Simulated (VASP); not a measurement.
Band structure of SiO2 (space group Imma). Computed with PBEsol GGA, VASP's PBE PAW potentials (set 64) (plane waves; VASP).

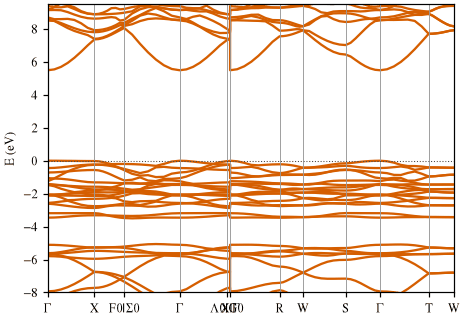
Figure. Bands along high-symmetry lines, zero at the valence-band maximum or, without a gap, the Fermi level

**Question.** Read the plot: is there a gap, and where are the band edges?

**Answer.** The gap is direct, 5.49 eV, from the valence maximum at Γ to the conduction minimum at Γ. (Edges off the drawn lines would not show.)

The structure comes from a computed database's SiO2 entry (Imma); how it stands against other phases isn't given here. It was relaxed first.
